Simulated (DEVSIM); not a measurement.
System: abrupt Si n-p junction, at 300 K.

| layer (left to right) | material | thickness (μm) | Nd (cm⁻³) | Na (cm⁻³) | τn (s) | τp (s) |
|---|---|---|---|---|---|---|
| 1 | Si | 0.200 | 1.9e17 | - | 2.3e-6 | 2.3e-6 |
| 2 | Si | 1.90 | - | 2.9e18 | 2.3e-6 | 2.3e-6 |

Left contact: ohmic. Right contact: ohmic. Voltage is applied to the left contact. Recombination: SRH at mid-gap, Auger. Mobility is μmin + (μ − μmin)/(1 + (N/Nref)^α).

Constants are typed, rounded textbook-type inputs, not results; the design itself was drawn at random and stands for no fabricated device. Values at 300 K.

```csv
parameter,Si
gap (eV),1.124
affinity (eV),4.05
permittivity,11.7
Nc (cm⁻³),2.86e19
Nv (cm⁻³),3.1e19
μn (cm²/Vs),1417
μp (cm²/Vs),470
"μn,min",52
"μp,min",45
"Nref,n",9.7e16
"Nref,p",2.2e17
αn,0.68
αp,0.72
Cn (cm⁶/s),2.8e-31
Cp (cm⁶/s),9.9e-32
```

DEVSIM, 1D drift-diffusion, Boltzmann statistics, complete ionisation; no tunnelling, impact ionisation, image-force lowering or self-heating.

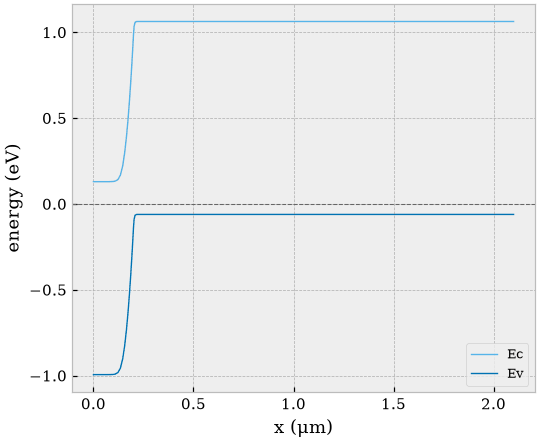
*Band edges at zero bias*

Energies count from the Fermi level of the right contact; mesh points crowd at the junctions.

```
x (μm)   Ec (eV)  Ev (eV)  n (cm⁻³)  p (cm⁻³)  field (V/cm)
-------  -------  -------  --------  --------  ------------
0.000      0.130   -0.994    1.9e17       610           ≈ 0
0.01429    0.130   -0.994    1.9e17       610           ≈ 0
0.03497    0.130   -0.994    1.9e17       610           ≈ 0
0.06791    0.130   -0.994    1.9e17       610            44
0.1222     0.142   -0.982    1.2e17       970         12000
0.1561     0.298   -0.826    2.8e14    420000         92000
0.1796     0.594   -0.530     3.0e9    3.8e10        160000
0.1999     0.982   -0.142       900    1.3e17        220000
0.2151     1.062   -0.062     < 1e2    2.9e18          1100
0.2394     1.063   -0.061     < 1e2    2.9e18           ≈ 0
0.2785     1.063   -0.061     < 1e2    2.9e18           ≈ 0
0.3703     1.063   -0.061     < 1e2    2.9e18           ≈ 0
0.4895     1.063   -0.061     < 1e2    2.9e18           ≈ 0
0.6817     1.063   -0.061     < 1e2    2.9e18           ≈ 0
1.150      1.063   -0.061     < 1e2    2.9e18           ≈ 0
1.520      1.063   -0.061     < 1e2    2.9e18           ≈ 0
1.749      1.063   -0.061     < 1e2    2.9e18           ≈ 0
1.892      1.063   -0.061     < 1e2    2.9e18           ≈ 0
2.001      1.063   -0.061     < 1e2    2.9e18           ≈ 0
2.051      1.063   -0.061     < 1e2    2.9e18           ≈ 0
2.079      1.063   -0.061     < 1e2    2.9e18           ≈ 0
2.100      1.063   -0.061     < 1e2    2.9e18           ≈ 0
```
